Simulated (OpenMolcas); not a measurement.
# Mo⁴⁺ among point charges: CASSCF and CASPT2 levels and susceptibility

How does a field of 6 point charges split the states of Mo⁴⁺, and what χT follows?

The numbers are computed with OpenMolcas 26.06 (state-averaged CASSCF and CASPT2, spin-orbit coupling by RASSI with atomic mean-field integrals), except any that are marked as measured or tabulated.

**1. Starting point**

- Species: Mo⁴⁺ (molybdenum, Z = 42, 38 electrons)
- Basis: ANO-RCC-VDZP [6s5p3d1f], 43 functions
- Scalar Hamiltonian: DKH2, point nucleus
- Inactive shells: 1s 2s 2p 3s 3p 3d 4s 4p
- Active space: 2 electrons in 5 orbitals (4d)
- Some configurations of this space: 4d2
- Orbitals: optimised for each spin and parity, averaged over all roots

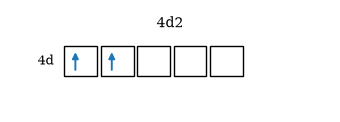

The shells outside the core, filled by Hund's rule for the drawing.

The ion sits among 6 point charges of -1.7 e arranged as an octahedron (Oh), 1.76 Å from the ion.

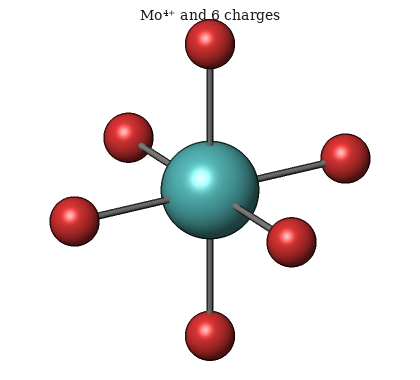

The ion and the point charges (red).

Each step is its own input file, run in one work folder so that later steps find the files of earlier ones. Labels, J, g values, rates, χT and fits are worked out afterwards by a script from the matrices that RASSI stores. The input lists half of the charges; inversion (Group=XYZ) makes the rest.

**2. One- and two-electron integrals**

a.inp reads:

```
&GATEWAY
Coord
1

Mo 0.0 0.0 0.0
Basis=ANO-RCC-VDZP
Group=XYZ
NoMove
AngMom=0.0 0.0 0.0
AMFI
XField
3 Angstrom 0
1.760000 0.000000 0.000000 -1.700000
0.000000 1.760000 0.000000 -1.700000
0.000000 0.000000 1.760000 -1.700000
&SEWARD
```

On the command line:

```bash
OMP_NUM_THREADS=1 MOLCAS_MEM=1689 MOLCAS_PROJECT=a pymolcas a.inp > a.log
```

The program printed:

```text
Basis set label: MO.ANO-RCC...6S5P3D1F.

      Electronic valence basis set:
      ------------------
      Associated Effective Charge  42.000000 au
      Associated Actual Charge     42.000000 au
      Nuclear Model: Point charge

      Shell  nPrim  nBasis  Cartesian Spherical Contaminant
         s      21       6        X
         p      18       5        X
         d      13       3                 X
         f       6       1                 X
                  Relativistic Douglas-Kroll-Hess integrals:
                    - DKH order of Hamiltonian: 2
                    - DKH order of Properties : 0
                  Atomic mean-field integrals
```

**3. CASSCF: triplets of even parity, 10 roots**

a.inp reads:

```
&RASSCF
FileOrb=start.orb
Symmetry=1
Spin=3
nActEl=2 0 0
Inactive=9 9
Ras2=5 0
CIRoot=10 10 1
SDav=10
CIMx=300
Iter=120 100
PrWF=0.3
OrbListing=Nothing
MaxOrb=0
>>> COPY $Project.JobIph JOB001
```

start.orb holds the contracted functions of the basis, ordered by shell, or the orbitals of the step before.

The program printed (excerpt; [...] marks lines left out):

```text
[...]
      Number of active orbitals                  5
[...]
      Spin quantum number                      1.0
[...]
      Active orbitals                            5   0
[...]
      Number of CSFs                            10
      Number of root(s) required                10
[...]
      Convergence after 10 iterations
[...]
      Natural orbitals and occupation numbers for root  1
      sym 1:   0.032296   0.967704  -0.000000   0.967704   0.032296
      Natural orbitals and occupation numbers for root  2
      sym 1:   0.017815   0.982185   0.982185   0.017815  -0.000000
      Natural orbitals and occupation numbers for root  3
      sym 1:   0.982186   0.017814  -0.000000   0.982186   0.017814
::    RASSCF root number  1 Total energy:  -4054.84663290
::    RASSCF root number  2 Total energy:  -4054.84663290
::    RASSCF root number  3 Total energy:  -4054.84663290
[...]
::    RASSCF root number  7 Total energy:  -4054.72048958
::    RASSCF root number  8 Total energy:  -4054.72048958
::    RASSCF root number  9 Total energy:  -4054.72048958
::    RASSCF root number 10 Total energy:  -4054.68498796
```

**4. Reference wave functions, singlets of even parity, 15 roots**

a.inp reads:

```
&RASSCF
FileOrb=start.orb
Symmetry=1
Spin=1
nActEl=2 0 0
Inactive=9 9
Ras2=5 0
CIRoot=15 15 1
SDav=15
CIMx=300
Iter=120 100
PrWF=0.3
OrbListing=Nothing
MaxOrb=0
>>> COPY $Project.JobIph JOB002
```

The program printed (excerpt; [...] marks lines left out):

```text
[...]
      Number of active orbitals                  5
[...]
      Spin quantum number                      0.0
[...]
      Active orbitals                            5   0
[...]
      Number of CSFs                            15
      Number of root(s) required                15
[...]
      Convergence after  7 iterations
[...]
      Natural orbitals and occupation numbers for root  1
      sym 1:   0.000000   0.022260   0.977848   0.977594   0.022299
      Natural orbitals and occupation numbers for root  2
      sym 1:   0.022248   0.977908   0.977539   0.022305   0.000000
      Natural orbitals and occupation numbers for root  3
      sym 1:   0.022221   0.977378   0.022328   0.978073   0.000000
::    RASSCF root number  1 Total energy:  -4054.79361928
::    RASSCF root number  2 Total energy:  -4054.79361928
::    RASSCF root number  3 Total energy:  -4054.79361928
[...]
::    RASSCF root number 12 Total energy:  -4054.69437469
::    RASSCF root number 13 Total energy:  -4054.61884426
::    RASSCF root number 14 Total energy:  -4054.61884426
::    RASSCF root number 15 Total energy:  -4054.53774161
```

**5. State interaction with spin-orbit coupling**

a.inp reads:

```
&RASSI
NrOfJobIphs=2 10 15
1 2 3 4 5 6 7 8 9 10
1 2 3 4 5 6 7 8 9 10 11 12 13 14 15
IphNames
JOB001
JOB002
EJob
SpinOrbit
DIPRint=1.0
SOCoupling=1000.0
Subsets=2
Property=9
'ANGMOM' 1 'ANGMOM' 2 'ANGMOM' 3 'MLTPL  1' 1 'MLTPL  1' 2 'MLTPL  1' 3
'AMFI' 1 'AMFI' 2 'AMFI' 3
SOProperty=3
'ANGMOM' 1 'ANGMOM' 2 'ANGMOM' 3
```

The program printed (excerpt; [...] marks lines left out):

```text
SPIN-FREE ENERGIES:
  (Shifted by EMIN (a.u.) =      -4054.8466328979)
 SF State       Relative EMIN(au)   Rel lowest level(eV)    D:o, cm**(-1)      L_eff
     1             0.0000000000        0.0000000000              0.0000         2.9
     2             0.0000000000        0.0000000000              0.0000         2.9
     3             0.0000000000        0.0000000000              0.0000         2.9
    11             0.0530136150        1.4425739533          11635.1436         3.0
    12             0.0530136150        1.4425739533          11635.1436         3.0
    13             0.0530136150        1.4425739533          11635.1436         3.0
    14             0.0539497052        1.4680462654          11840.5917         3.1
    15             0.0539497052        1.4680462654          11840.5917         3.1
     4             0.0762216893        2.0740978280          16728.7272         3.0
     5             0.0762216893        2.0740978280          16728.7272         3.0
[...]
Eigenvalues of complex Hamiltonian:
   -----------------------------------
  (Shifted by EMIN (a.u.) =      -4054.8466328979)
 SO State       Relative EMIN(au)   Rel lowest level(eV)    D:o, cm**(-1)     J-value
     1            -0.0033046113        0.0000000000              0.0000         2.0
     2            -0.0033046113        0.0000000000              0.0000         2.1
     3            -0.0029736727        0.0090052961             72.6326         2.0
     4            -0.0029736727        0.0090052960             72.6326         2.2
     5            -0.0029736727        0.0090052960             72.6326         2.2
     6             0.0022344187        0.1507246827           1215.6766         2.2
     7             0.0022344187        0.1507246827           1215.6766         3.0
     8             0.0022344187        0.1507246827           1215.6766         3.0
     9             0.0047525923        0.2192476771           1768.3518         3.0
    10             0.0519237095        1.5028391686          12121.2153         2.4
    11             0.0519237095        1.5028391686          12121.2153         2.4
[...]
```

These steps: 5.4 s of run time, 1 thread of Arm Neoverse V1, shared host.

Spin-free states, with their symmetry labels:

```tsv
state	degeneracy	E (cm-1)	free-ion L (%)
3T1	3	0	F (92)
1T2	3	11635	D (58)
1E	2	11841	G (50)
3T2	3	16729	F (100)
1A1	1	24748	G (69)
3T1	3	27685	P (92)
1T2	3	30503	G (58)
1T1	3	33417	G (100)
3A2	1	35477	F (100)
1E	2	49994	D (50)
1A1	1	67794	S (69)
```

With spin-orbit coupling:

```
E (cm-1)  Degeneracy  Label  2S+1
     0.0           2      E     3
    72.6           3     T2     3
    1216           3     T1     3
    1768           1     A1     3
   12121           3     T2     1
   12530           2      E     1
   17045           1     A2     3
   17429           3     T2     3
   17679           3     T1     3
   17730           2      E     3
   25183           1     A1     1
   27980           1     A1     3
   28069           3     T1     3
   28669           3     T2     3
   28816           2      E     3
   31245           3     T2     1
   34177           3     T1     1
   36435           3     T2     3
   50799           2      E     1
   68606           1     A1     1
```

Powder χT (cm³ K/mol): 0.00 at 2 K, 0.01 at 5 K, 0.02 at 10 K, 0.03 at 20 K, 0.08 at 50 K, 0.13 at 100 K, 0.17 at 150 K, 0.22 at 200 K, 0.26 at 250 K, 0.30 at 300 K.

A ligand-field fit to the states below 45000 cm-1 gives 10Dq = 18639 cm-1, B = 827 cm-1 and C = 3193 cm-1 (C/B = 3.86), with a deviation of 167 cm-1.

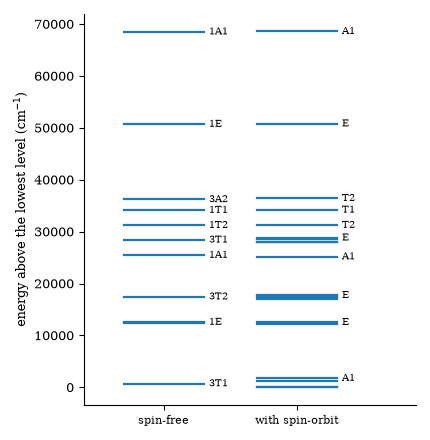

The states in the field without (left) and with (right) spin-orbit coupling.

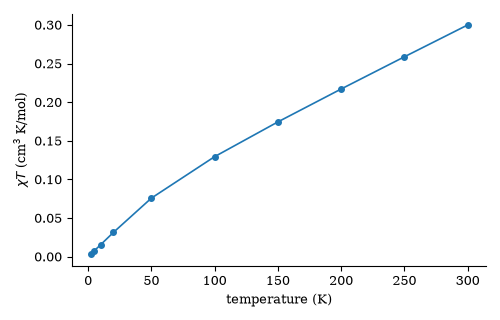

χT against temperature.

**6. CASPT2: IPEA 0.25, imaginary shift 0.1 (closed shells correlated: 4s 4p)**

a.inp reads:

```
>>> COPY JOB001 $Project.JobIph
&CASPT2
Multistate=10 1 2 3 4 5 6 7 8 9 10
NoMult
Frozen=8 6
IPEA=0.25
Imaginary=0.1
MaxIter=60
WThr=0.0 0.3 0.05
PrWF=0.5
NoMix
>>> COPY JOB002 $Project.JobIph
&CASPT2
Multistate=15 1 2 3 4 5 6 7 8 9 10 11 12 13 14 15
NoMult
Frozen=8 6
IPEA=0.25
Imaginary=0.1
MaxIter=60
WThr=0.0 0.3 0.05
PrWF=0.5
NoMix
```

The program printed (excerpt; [...] marks lines left out):

```text
[...]
      Active orbitals                            5   0
[...]
      E2 (Variational):          -0.1885027161
      Total energy:           -4055.0351356140
[...]
::    CASPT2 Root  1     Total energy:  -4055.03513561
::    CASPT2 Root  2     Total energy:  -4055.03443125
[...]
::    CASPT2 Root 12     Total energy:  -4054.88912452
::    CASPT2 Root 13     Total energy:  -4054.81277902
::    CASPT2 Root 14     Total energy:  -4054.81277856
::    CASPT2 Root 15     Total energy:  -4054.74596584
```

This run: 2.1 s of run time, 1 thread of Arm Neoverse V1, shared host.

SS-CASPT2: lowest energy less the reference's lowest, -0.1880 hartree; reference weights 0.951 to 0.961.

States without spin-orbit coupling:

```tsv
state	degeneracy	E (cm-1)	free-ion L (%)
3T1	3	0	F (92)
1T2	3	9899	D (58)
1E	2	10273	G (50)
3T2	3	17112	F (100)
1A1	1	21392	G (69)
3T1	3	25821	P (92)
1T2	3	29083	G (58)
1T1	3	31967	G (100)
3A2	1	36127	F (100)
1E	2	48699	D (50)
1A1	1	63362	S (69)
```

With spin-orbit coupling:

```tsv
E (cm-1)	Degeneracy	Label	2S+1
0	2	E	3
72	3	T2	3
1220	3	T1	3
1770	1	A1	3
10460	3	T2	1
10970	2	E	1
17430	1	A2	3
17750	3	T2	3
18060	3	T1	3
18110	2	E	3
21960	1	A1	1
26000	1	A1	3
26210	3	T1	3
26830	3	T2	3
26960	2	E	3
29850	3	T2	1
32730	3	T1	1
37050	3	T2	3
49510	2	E	1
64190	1	A1	1
```

Powder χT (cm³ K/mol): 0.00 at 2 K, 0.01 at 5 K, 0.02 at 10 K, 0.03 at 20 K, 0.08 at 50 K, 0.13 at 100 K, 0.17 at 150 K, 0.22 at 200 K, 0.26 at 250 K, 0.30 at 300 K.

A ligand-field fit to the states below 45000 cm-1 gives 10Dq = 19034 cm-1, B = 668 cm-1 and C = 3001 cm-1 (C/B = 4.49), with a deviation of 341 cm-1.

**7. The methods side by side**

A. CASSCF
B. SS-CASPT2, IPEA 0.25, imaginary shift 0.1 (closed shells correlated: 4s 4p)

```tsv
method	ground state	first state of that spin (cm-1)	first gap with spin-orbit (cm-1)	χT at 300 K
A	3T1	3T2 16730	72.6	0.30
B	3T1	3T2 17110	72.3	0.30
```

**8. Outcome**

| quantity | value |
| --- | --- |
| method | SS-CASPT2, IPEA 0.25, imaginary shift 0.1 (closed shells correlated: 4s 4p) |
| spin-free ground state | 3T1, 3-fold in its orbital part |
| first state of the same spin within the active space | 3T2 at 17100 cm⁻¹ |
| lowest level | 2-fold E, g = 0.00, 0.00, 0.00 |
| next level | 72.3 cm⁻¹ |
| χT at 300 K | 0.30 cm³ K/mol |
| effective moment at 300 K | 1.55 μB |

Cost by method:

```tsv
method	time of its own steps	time with the reference
A. CASSCF	5.4 s	5.4 s
B. SS-CASPT2, IPEA 0.25, imaginary shift 0.1, +4s 4p	2.1 s	7.5 s
```

Times are of one thread on a shared host.

In words: The spin-free ground state (3T1) comes to 92 % from free-ion F terms and keeps the highest spin of the shell. χT at 300 K is 0.30, against 1.00 cm³ K/mol for the spin alone, so spin-orbit coupling lowers it. A ligand-field fit to the states below 45000 cm-1 gives 10Dq = 19034 cm-1, B = 668 cm-1 and C = 3001 cm-1 (C/B = 4.49), with a deviation of 341 cm-1. CASPT2 does not keep the components of a term degenerate, and the means are used. The field of point charges can differ much from that of real complexes. This is an electrostatic model: the charges have no orbitals.
